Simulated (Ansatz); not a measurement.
# Dielectric response of GaN (10-10) films, part 5 of 5

Aim: the electronic and static ε of wurtzite GaN (10-10) from films of three thicknesses in a field.

Ansatz 0.2.0; plane-wave DFT, PBE, Ansatz PAW (the session's first sound run).

So far. Step 26 (The bulk crystal): The gap is 1.90 eV. Step 27 (Band edges against the vacuum, levels PBE): The program warns that the averaged potential varies by 0.11 eV in the slab's middle, which these edges carry as an error.

## Step 28: The bulk with HSE06, k-mesh 8×8×4

This step: plane-wave DFT, HSE06, Ansatz PAW (Ansatz 0.2.0).

System of this step: wurtzite GaN. It takes space group P6_3mc (No. 186, hexagonal). The conventional cell has a = 3.190 Å, b = 3.190 Å, c = 5.190 Å, α = 90.00°, β = 90.00°, γ = 120.00°. Ga has 4 N at 1.95 to 1.96 Å nearest. N has 4 Ga at 1.95 to 1.96 Å nearest. Farther neighbours and most contacts between anions are not listed.

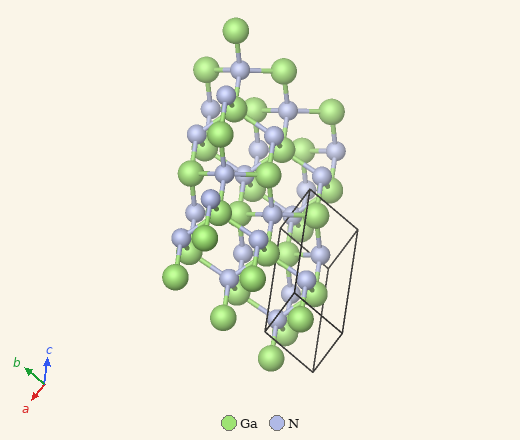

The cell of this step (gallium green, nitrogen light blue). 2×3×2 cells are drawn. Some periodic images of atoms are drawn too.

A hybrid functional removes part of the gap error, and is affordable in the small bulk cell.

The input, input.yaml:

```yaml
crystal:
  lattice:
    - [3.19, 0.0, 0.0]
    - [-1.595, 2.7626210381, 0.0]
    - [0.0, 0.0, 5.19]
  atoms:
    - { symbol: Ga, position: [0.3333333333, 0.6666666667, 0.0] }
    - { symbol: Ga, position: [0.6666666667, 0.3333333333, 0.5] }
    - { symbol: "N", position: [0.3333333333, 0.6666666667, 0.377] }
    - { symbol: "N", position: [0.6666666667, 0.3333333333, 0.877] }
kpoints:
  mp_grid: { grid: [8, 8, 4] }
hamiltonian:
  xc: hse06
scf:
  occupations: { method: fixed }
  convergence: { dr2_threshold: 1.0e-08 }
output:
  eigenvalues: true
checkpoint:
  write: bulk-hse.run
  compress: false
  write_wavefunctions: false
```

Command:

```console
ansatz run input.yaml --threads 4 --pin off --max-ram 12288MiB --backend cpu --events-out ev --progress --plain --runs-dir out
```

Numbers of over 12 decimals in the logs are rounded to 6 here.

What it wrote:

```text
[...]
davidson cushion auto → on  (no smearing: the cushion is to keep the highest requested band from converging to the state above it; pin scf.eigensolver.cushion to override)
Crystal: 4 atoms, lattice volume = 45.738 Å³
Basis set: ecut = 420 eV, 917 PW (Γ)
Bands: 22, of which v1, the nominal top of the filled ones, is band 18 counted from 1 (17 counted from 0)
Symmetry: 12 space group operations
[...]
k-points: 30 of 256 (time reversal used)
[...]
SCF iter   1: F=—  HF=-8335.824831 eV  |F-HF|=—  |Δ(HF+E_count)|=         —  Δρ=9.73e-4  dr2=2.93e-4  ethr=1.77e-3  ⟨swp⟩=2.0  Hψ=4545  notcnv=0
[...]
SCF iter   2: F=-8335.825163 eV  HF=-8335.825122 eV  |F-HF|=4.08e-5  |Δ(HF+E_count)|=   2.91e-4  Δρ=4.91e-4  dr2=7.41e-5  ethr=8.15e-7  ⟨swp⟩=4.9  Hψ=2507  notcnv=0
SCF 1 stopped early in 2 iterations: F = -8335.825163 eV  dr2 = 7.41e-5
[...]
Exchange kernel: α = 0.2500, screened, ω = 0.2079 Å⁻¹, Wigner–Seitz truncation, v(0) = 1046.5229 eV·Å³, q-mesh 8×8×4, nearest image of the exchange supercell L = 20.76 Å, pair-density grid 18×18×30, without the augmentation charges, whose exchange is taken in its separable form by FFT convolution over the k-point mesh (sized by the pseudopotential files, 20×20×36 at the most), smooth part of the exact exchange by density-matrix convolution
Frozen-core exchange: fock
SCF iter   1: F=—  HF=-8336.832884 eV  |F-HF|=—  |Δ(HF+E_count)|=         —  Δρ=1.74e-2  dr2=5.48e-2  ethr=2.06e-6  ⟨swp⟩=7.5  Hψ=3633  notcnv=0
[...]
SCF iter   6: F=-8336.822167 eV  HF=-8336.822191 eV  |F-HF|=2.42e-5  |Δ(HF+E_count)|=   2.89e-4  Δρ=2.75e-4  dr2=1.49e-5  ethr=1.65e-7  ⟨swp⟩=4.0  Hψ=2332  notcnv=0
SCF 2 stopped early in 6 iterations: F = -8336.822167 eV  dr2 = 1.49e-5
[...]
hybrid outer 1: dexx = +1.842e-2 eV, tail = 1.19e-4 eV
[...]
Frozen-core exchange: fock
SCF iter   1: F=—  HF=-8336.821568 eV  |F-HF|=—  |Δ(HF+E_count)|=         —  Δρ=1.08e-4  dr2=6.29e-6  ethr=1.65e-6  ⟨swp⟩=3.0  Hψ=1563  notcnv=0
[...]
SCF iter   6: F=-8336.821574 eV  HF=-8336.821574 eV  |F-HF|=8.62e-9  |Δ(HF+E_count)|=   6.31e-8  Δρ=5.26e-6  dr2=9.59e-9  ethr=4.69e-12  ⟨swp⟩=4.8  Hψ=2744  notcnv=0  defer=9
SCF 3 converged in 6 iterations: F = -8336.821574 eV  dr2 = 9.59e-9
hybrid outer 2: dexx = +2.726e-6 eV, tail = 4.72e-8 eV, Δε = 7.98e-3 eV (about 1.99e-4 eV left of the loop's levels)
hybrid SCF converged: 2 outer / 12 inner (+2 warm-up), last move |dexx| = 2.73e-6 eV, tail = 4.72e-8 eV
[...]
Free energy (F): -8336.821573 eV
Frozen-core exchange: fock
[...]
Internal energy: -8336.821573 eV  (E = F + TS)
E sigma→0 (E₀):  -8336.821573 eV
Fermi energy:    8.847154 eV
[...]
--- Band table (eV; the first three rows and the last of 30) ---
  k-point 0: bands = [... 14 lower, 7.7291, 8.8214, 8.8472, 8.8472, 12.0047, 14.5093, 19.7974, 20.3042]
  k-point 1: bands = [... 14 lower, 7.8856, 7.8856, 8.6759, 8.6759, 13.2113, 14.6246, 19.3426, 19.9829]
  k-point 2: bands = [... 14 lower, 8.2734, 8.2734, 8.2734, 8.2734, 14.4877, 14.4877, 18.9115, 18.9115]
  k-point 29: bands = [... 14 lower, 4.6654, 4.6654, 7.2473, 7.2473, 16.2821, 16.2821, 18.0369, 18.0369]
```

Wall time 14 s (4 threads of Arm Neoverse V1, shared host); peak memory 2 GiB; 49 s of CPU time.

A gap read on the k-mesh alone can miss the band edges.

This step gave:

```
gap on the k-mesh : 3.158 eV
```

The gap is 3.16 eV.

## Step 29: Band edges against the vacuum, levels HSE06

This step: plane-wave DFT, PBE, Ansatz PAW; band edges against the vacuum, bulk levels by HSE06 (Ansatz 0.2.0).

System of this step: GaN (10-10), 6 units. The cell holds 24 atoms: 12 Ga and 12 N. Its edges and angles: a = 3.190 Å, b = 5.190 Å, c = 32.734 Å, α = 90.0°, β = 90.0°, γ = 90.0°. It derives from GaN (wurtzite GaN). Vacuum lies along c.

The same line-up with the hybrid's levels.

The input, align.yaml:

```yaml
surface:
  bulk: { run: bulk.run, levels_from: { run: bulk-hse.run } }
  slab: { run: end6.run, axis: 3 }
  face: plus
  period: 2.76262
```

Command:

```console
ansatz align-bands align.yaml -- --threads 4 --pin off
```

What it wrote:

```text
plus face
ionisation energy 6.500 eV
electron affinity 3.342 eV
  bulk: levels by hse06 on the potential of pbe; from 14.99 to 17.75 Å its average varies by 0.1082 eV and climbs by +0.0000; the bulk's density to 1.38 % (its layers are strained against the bulk's: take a thicker slab or side, or run the bulk at their strain)
  vacuum: slopes by 0.0000 eV/Å; line-up 10.0655 eV
  of the bulk's run: of the levels' run: its band edges are its mesh's, and a band can turn off it. A run with kpoints.band_path: { path: [VBM, CBM], npoints: 1 } finds the zone's; its band edges are of a coarser mesh than the slab's or the interface's, whose density can shift them: a run under levels_from is taken as it is
[...]
```

Run time: 0.09 s. Hardware: 4 threads.

Numbers from this step:

| Property | Result |
| --- | --- |
| ionisation energy | 6.500 eV |
| electron affinity | 3.342 eV |

Check by hand: ionisation energy less affinity, 6.50 − (3.34) = 3.16 eV, is the bulk gap at this level.

The program warns that the averaged potential varies by 0.11 eV in the slab's middle, which these edges carry as an error.

## Step 30: A changed input

This step: plane-wave DFT, PBE, Ansatz PAW (Ansatz 0.2.0).

System of this step: GaN (10-10), 3 units. The cell holds 12 atoms: 6 Ga and 6 N. Its edges and angles: a = 3.190 Å, b = 5.190 Å, c = 24.446 Å, α = 90.0°, β = 90.0°, γ = 90.0°. It derives from GaN (wurtzite GaN). Vacuum lies along c.

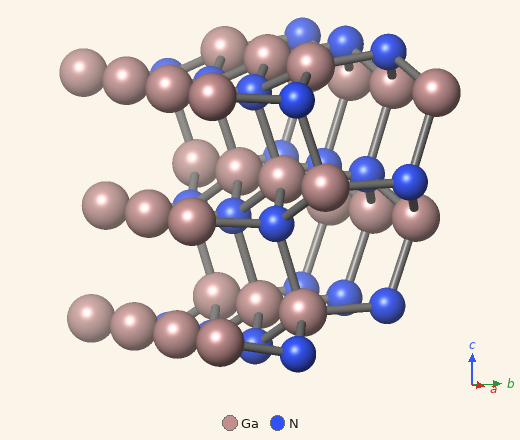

The cell of this step (gallium pink, nitrogen blue). 3×1×1 cells are drawn. Some periodic images of atoms are drawn too.

An input spoilt on purpose, to show how the run answers: it repeats the earlier run at 0.1 V/Å, 3 units with efield.ramp_position from 0.97 to 0.475, and scf.max_iter set to 75.

The input, input.yaml:

```yaml
crystal:
  lattice:
    - [3.19, 0.0, 0.0]
    - [0.0, 5.19, 0.0]
    - [0.0, 0.0, 24.4461157555]
  atoms:
    - { symbol: Ga, position: [0.0, 0.0266918132, 0.3775821688] }
    - { symbol: "N", position: [0.0, 0.3742018732, 0.3657914879] }
    - { symbol: Ga, position: [0.5, 0.4923790711, 0.3994850231] }
    - { symbol: "N", position: [0.5, 0.8682667725, 0.4040785419] }
    - { symbol: Ga, position: [0.5, -0.0035371398, 0.4836399453] }
    - { symbol: "N", position: [0.5, 0.3729974947, 0.480185018] }
    - { symbol: Ga, position: [0.0, 0.4964628626, 0.5163600618] }
    - { symbol: "N", position: [0.0, 0.8729974918, 0.519814973] }
    - { symbol: Ga, position: [0.0, -0.0076208651, 0.6005149901] }
    - { symbol: "N", position: [0.0, 0.3682668326, 0.5959214462] }
    - { symbol: Ga, position: [0.5, 0.5266918674, 0.6224178324] }
    - { symbol: "N", position: [0.5, 0.8742019257, 0.6342085116] }
kpoints:
  mp_grid: { grid: [8, 6, 1] }
hamiltonian:
  xc: pbe
scf:
  occupations: { method: fixed }
  convergence: { dr2_threshold: 1.0e-10 }
  max_iter: 75
efield:
  axis: 3
  dipole_correction: true
  ramp_position: 0.475
  ramp_width: 0.06
  amplitude: 0.1
output:
  write_potential: true
  write_density: true
  volumetric_format: npy
```

Command:

```console
ansatz run input.yaml --threads 4 --pin off --max-ram 12288MiB --backend cpu --events-out ev --progress --plain --runs-dir out
```

What it wrote:

```text
Engine: ansatz 0.2.0, aarch64-unknown-linux-gnu
Pseudopotentials: kind: paw
Pseudopotential: Ga, paw, valence charge 13, recommended cutoff 420 eV (normal), Ga.paw.azcp
Pseudopotential: N, paw, valence charge 5, recommended cutoff 420 eV (normal), N.paw.azcp
Functional definition: PBE
  parameter kappa = 0.804
  parameter beta = 0.066725
  exchange = pbe_x(kappa = kappa, mu = beta*pi^2/3)
  correlation = pbe_c(beta = beta)
Crystal: 12 atoms, lattice volume = 404.732 Å³
Basis set: ecut = 420 eV, 7939 PW (Γ)
Bands: 66, of which v1, the nominal top of the filled ones, is band 54 counted from 1 (53 counted from 0)
Symmetry: 2 space group operations
k-points: 20 of 48 (time reversal used)
Non-local potential: Ga, projectors of the file, l = 0: 2, l = 1: 2, l = 2: 3, l = 3: 1
Non-local potential: N, projectors of the file, l = 0: 2, l = 1: 2, l = 2: 1
PAW form: soft (Blöchl's): semilocal exchange-correlation on the pseudo side does not see the compensation charge
PAW one-centre angular grid: Ga, 590 points (default); XC on 64 Gauss nodes
PAW one-centre angular grid: N, 110 points (default); XC on 64 Gauss nodes
Initial density: superposition of atomic densities (neutral atoms: chi_scale 0, normalization atom, screened)
Initial wavefunctions: pseudopotential atomic-orbital guess
Functional: x = pbe(κ = 0.804, μ = 0.219515), c = pbe(β = 0.066725)
Error: efield: ion 4 (Ga) at fractional coordinate 0.4836 along the field axis lies inside the sawtooth ramp with 2 of the planes that the density is read on at each end, [0.4639, 0.5461] — the ramp must sit in vacuum (an ion there feels the fictitious reversed slope); set or move the ramp (efield.ramp_position / ramp_width) or move the geometry
```

Wall time 0.22 s (4 threads); peak memory 0.53 GiB.

The program refused the input before any cycle.

The program's message: “Error: efield: ion 4 (Ga) at fractional coordinate 0.4836 along the field axis lies inside the sawtooth ramp with 2 of the planes that the density is read on at each end, [0.4639, 0.5461] — the ramp m …”

The fault put into the input: the ramp among the atoms.

## Step 31: A changed input: efield.ramp_width = 0.04

Another changed input: it repeats the earlier run at 0.1 V/Å, 3 units with efield.ramp_width from 0.06 to 0.04.

Changes to input.yaml since step 30:

```diff
@@ -25,3 +25,2 @@
   convergence: { dr2_threshold: 1.0e-10 }
-  max_iter: 75
 efield:
@@ -29,4 +28,4 @@
   dipole_correction: true
-  ramp_position: 0.475
-  ramp_width: 0.06
+  ramp_position: 0.97
+  ramp_width: 0.04
   amplitude: 0.1
```

What it wrote:

```text
[...]
Crystal: 12 atoms, lattice volume = 404.732 Å³
Basis set: ecut = 420 eV, 7939 PW (Γ)
Bands: 66, of which v1, the nominal top of the filled ones, is band 54 counted from 1 (53 counted from 0)
Symmetry: 2 space group operations
k-points: 20 of 48 (time reversal used)
[...]
SCF iter   1: F=—  HF=-25017.735343 eV  |F-HF|=—  |Δ(HF+E_count)|=         —  Δρ=9.71e-2  dr2=4.81e1  ethr=3.10e-3  p=0.081 e·Å  D=3.61e-2 V/Å  ΔV_dip=-0.88 eV  dr2_dipole=1.11e-3  V_vac-E_F(+/−)=11.29/9.97 eV  ⟨swp⟩=5.0  Hψ=4998  notcnv=0  defer=192
[...]
SCF iter  16: F=-25004.207034 eV  HF=-25004.207034 eV  |F-HF|=1.49e-10  |Δ(HF+E_count)|=  2.07e-10  Δρ=6.26e-8  dr2=1.00e-11  ethr=1.00e-12  p=0.069 e·Å  D=3.10e-2 V/Å  ΔV_dip=-0.76 eV  dr2_dipole=1.13e-14  V_vac-E_F(+/−)=6.37/4.93 eV  ⟨swp⟩=17.9  Hψ=5747  notcnv=0
SCF 1 converged in 16 iterations: F = -25004.207034 eV  dr2 = 1.00e-11
[...]
SCF converged after 16 iterations
[...]
Free energy (F): -25004.207034 eV
[...]
Internal energy: -25004.207034 eV  (E = F + TS)
E sigma→0 (E₀):  -25004.207034 eV
Fermi energy:    -0.433157 eV
Dipole field:    D = 0.031008 V/Å  (p = 0.069355 e·Å, saw-weighted, corrected)
Work function:   not extracted (applied field tilts the vacuum); planar V_es + V_field profile in the machine report
[...]
--- Band table (eV; the first three rows and the last of 20) ---
  k-point 0: bands = [... 50 lower, -0.8834, -0.6757, -0.5762, -0.4332, 1.0730, 2.1143, 3.7183, 4.2331, ... 8 higher]
  k-point 1: bands = [... 50 lower, -0.9008, -0.7813, -0.5453, -0.5282, 1.5989, 2.2786, 3.6444, 4.1291, ... 8 higher]
  k-point 2: bands = [... 50 lower, -1.0009, -0.8897, -0.7666, -0.5748, 2.2944, 2.5889, 3.6292, 3.9885, ... 8 higher]
  k-point 19: bands = [... 50 lower, -2.1132, -2.0861, -0.9473, -0.8521, 2.8054, 2.8968, 4.3055, 4.3128, ... 8 higher]
```

The job ended after 27 s (4 threads; peak memory 1.2 GiB).

Numbers from this step:

| Property | Result |
| --- | --- |
| gap on the k-mesh | 1.506 eV |
| dipole along the normal | 0.06936 e·Å |

| quantity | this run | earlier run | difference |
| --- | --- | --- | --- |
| dipole along the normal (e·Å) | 0.06936 | 0.06936 | -2.2e-6 |
| gap on the k-mesh (eV) | 1.506 | 1.506 | -2.5e-7 |

Nothing in the table moves by 0.01 in its unit (for the dipole 0.5 % and 5e-5 e·Å).

## Step 32: Outcome

```json
{"electronic ε from the thickness series": "5.94", "static ε from the thickness series": "11.1", "local electronic ε, middle of 6 units": "6.03", "ionisation energy, levels by PBE": "5.67 eV", "electron affinity, levels by PBE": "3.77 eV", "ionisation energy, levels by HSE06": "6.50 eV", "electron affinity, levels by HSE06": "3.34 eV"}
```

**Reading.** The films give an electronic ε of 5.94 and a static ε of 11.1. The slope of the series and the field inside the thickest film give 5.94 and 6.03, in agreement. Ions raise ε from 5.94 to 11.1. The static value rests on two thicknesses alone. HSE06 levels deepen the valence edge by 0.83 eV on the same PBE surface dipole. The alignment warns that the averaged potential still varies by 0.11 eV in the slab's middle, which the band edges carry as an error. The in-plane lattice constants are held at typed bulk values. Semilocal functionals tend to overestimate the electronic ε a little.

[Logs are printed without paths, hosts, clocks, repeated set-up lines and the standing remarks that a program may print on its own settings, such as how far it seeks lower states.]

[Hosts, paths, dates, database ids (printed as entryN), source tags and the programs' standing remarks are cut or masked in the printed files.]

[Maps of the electrostatic potential energy from Ansatz leave out the sawtooth potential of an applied field or a dipole correction, so their vacuum need not be flat; planar profiles and work functions include it.]
